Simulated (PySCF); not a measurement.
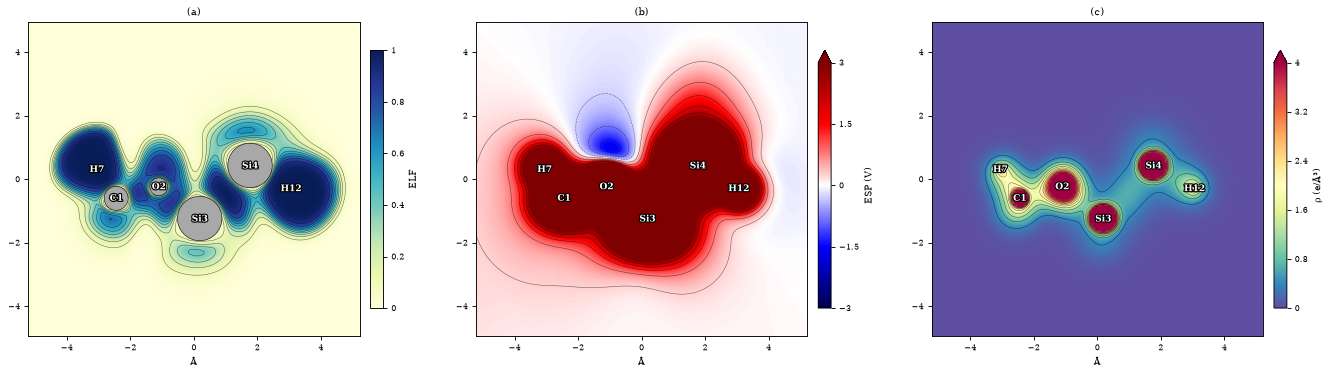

Figure. CH12OSi4 (SMILES CO[SiH2][SiH]([SiH3])[SiH3]). (a) ELF; (b) electrostatic potential; (c) total electron density on the plane of atoms C1, O2 and Si3. Grey discs cover the atomic cores in the ELF map.

Geometry: GFN2-xTB.

Method: PySCF 2.14.0, PBE0/pcSseg-1, SCF density, gas phase, non-relativistic.

| atom | x (Å) | y (Å) | z (Å) |
| --- | --- | --- | --- |
| C | 2.8959 | -0.0165 | -0.9362 |
| O | 1.5949 | -0.0488 | -0.4471 |
| Si | 1.0924 | -0.6912 | 0.9649 |
| Si | -1.1342 | -0.1819 | 0.6675 |
| Si | -1.5530 | 2.1093 | 0.5354 |
| Si | -2.1234 | -1.3702 | -1.0791 |
| H | 2.8874 | 0.4839 | -1.9052 |
| H | 3.2890 | -1.0288 | -1.0569 |
| H | 3.5523 | 0.5307 | -0.2555 |
| H | 1.8337 | -0.0731 | 2.0792 |
| H | 1.5043 | -2.1049 | 1.0372 |
| H | -1.7797 | -0.6549 | 1.9207 |
| H | -0.7795 | 2.9093 | 1.4926 |
| H | -2.9586 | 2.4483 | 0.7823 |
| H | -1.2368 | 2.6536 | -0.7893 |
| H | -1.6029 | -0.9539 | -2.3851 |
| H | -1.9143 | -2.8211 | -1.0112 |
| H | -3.5763 | -1.1836 | -1.1525 |

Question: What does the map show?

Answer:
- Atoms in the plane: C, O, Si and H.
- C–O (1.39 Å): ρ at the midpoint is about 2.1 e/Å³, with its minimum of 1.8 e/Å³ about 0.5 Å from C; the ELF peaks at about 0.90 between the atoms; a polar covalent bond.
- Si–O (1.63 Å): ρ is about 1.1 e/Å³ halfway; the ELF peaks at about 0.85 between the atoms; a shared but strongly polarised pair.
- Si–Si (2.30 Å): ρ is about 0.67 e/Å³ halfway; the ELF peaks at about 1 between the atoms (a shared electron pair).
- C–H (1.09 Å): the density is about 2 e/Å³ at the midpoint; the ELF climbs to about 1 towards the hydrogen, as it does in any bond to H: an ordinary covalent bond to hydrogen.
- Si–H (1.49 Å): ρ is about 0.75 e/Å³ halfway; the ELF climbs to about 1 towards the hydrogen.
- The ELF also peaks beside O2, away from the bonds: lone-pair regions.
- Outside the dense part of the molecule the potential is most negative (−1.6 V) near O2.
